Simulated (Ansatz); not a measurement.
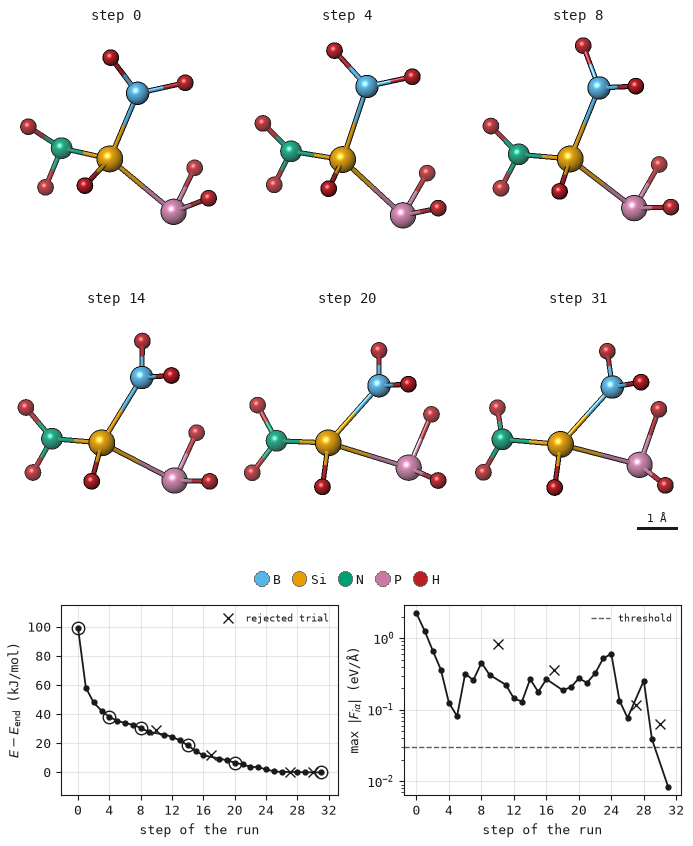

Frames of a relaxation of BSiPNH₇ (coarse preliminary run), marked on the history of the run. The picture is a ball-and-stick view, seen at a tilt.

The start comes from a force field.

Level of theory: Ansatz 0.2.0, RKS PBE-D4/def2-SVP.

The input:
```yaml
crystal:
  periodic: [false, false, false]
  atoms:
    - {symbol: B, position_ang: [-0.674300, 1.448500, 0.007100]}
    - {symbol: Si, position_ang: [0.432600, -0.049000, 0.219200]}
    - {symbol: N, position_ang: [-0.296600, -1.144700, 1.430800]}
    - {symbol: P, position_ang: [0.703700, -1.103900, -1.706300]}
    - {symbol: H, position_ang: [-1.197200, 1.717200, -1.078100]}
    - {symbol: H, position_ang: [-0.954200, 2.212200, 0.914200]}
    - {symbol: H, position_ang: [1.790500, 0.405200, 0.669200]}
    - {symbol: H, position_ang: [0.445600, -1.921900, 1.548400]}
    - {symbol: H, position_ang: [-0.262700, -0.609700, 2.392800]}
    - {symbol: H, position_ang: [0.888300, 0.098600, -2.438100]}
    - {symbol: H, position_ang: [-0.810200, -1.109500, -1.938700]}
basis:
  gaussian: {orbitals: def2-SVP}
hamiltonian: {xc: pbe, dispersion: d4}
relax: {f_tol: 0.03, max_steps: 200}
```

Run as
```bash
ansatz run in.yaml --threads 2 --pin off --events-out ev --progress --plain --max-ram 4352MiB
```

**What happens along the run?**

Over 27 accepted moves (31 points after the start) the energy falls by 99.3 kJ/mol. The largest force component goes from 2.2 to 0.0084 eV/Å. The line search rejected the trial steps at points 10, 17, 27, 30 of the run. The atom that moves furthest after the best rigid fit is H6 (1.80 Å). Largest moves by element: H 1.80 Å, P 0.80 Å, N 0.79 Å, B 0.50 Å, Si 0.33 Å. Among the contacts that change: B1–H11 3.217 → 1.638 Å, B1–P4 3.369 → 2.424 Å, Si2–P4 2.212 → 2.358 Å, N3–H9 1.101 → 1.022 Å. Bond angles that change, for instance: B1–Si2–P4 110.8° → 67.7°, Si2–N3–H8 103.5° → 121.1°, B1–Si2–H7 109.1° → 124.8°. Groups turn about Si2–P4 by about 40°. Cost: 63 s on 2 threads of Arm Neoverse V1, on a shared host. From step 0 to 4: H5 moves most (0.55 Å), energy −61.2 kJ/mol. From step 4 to 8: H6 moves most (0.68 Å), energy −7.55 kJ/mol. From step 8 to 14: H6 moves most (0.73 Å), energy −12.0 kJ/mol. From step 14 to 20: H11 moves most (0.65 Å), energy −11.9 kJ/mol. From step 20 to 31: H atoms move most (0.34 Å), energy −6.70 kJ/mol.

| step | E − E(0), kJ/mol | largest force component, eV/Å | note |
| --- | --- | --- | --- |
| 0 | 0.00 | 2.2195 |  |
| 1 | -41.20 | 1.2725 |  |
| 2 | -51.31 | 0.6719 |  |
| 3 | -57.01 | 0.3639 |  |
| 4 | -61.17 | 0.1247 |  |
| 5 | -63.93 | 0.0814 |  |
| 6 | -65.44 | 0.3207 |  |
| 7 | -66.67 | 0.2585 |  |
| 8 | -68.72 | 0.4544 |  |
| 9 | -71.53 | 0.3079 |  |
| 10 | -69.87 | 0.8272 | rejected |
| 11 | -73.31 | 0.2236 |  |
| 12 | -74.93 | 0.1438 |  |
| 13 | -77.34 | 0.1303 |  |
| 14 | -80.76 | 0.2681 |  |
| 16 | -87.60 | 0.2677 |  |
| 17 | -87.58 | 0.3609 | rejected |
| 18 | -89.83 | 0.1881 |  |
| 19 | -91.06 | 0.2059 |  |
| 20 | -92.63 | 0.2739 |  |
| 21 | -93.89 | 0.2389 |  |
| 22 | -95.53 | 0.3214 |  |
| 23 | -95.72 | 0.5227 |  |
| 24 | -97.31 | 0.6046 |  |
| 25 | -98.64 | 0.1347 |  |
| 27 | -98.80 | 0.1170 | rejected |
| 28 | -99.12 | 0.2548 |  |
| 29 | -99.30 | 0.0388 |  |
| 30 | -99.25 | 0.0639 | rejected |
| 31 | -99.33 | 0.0084 |  |
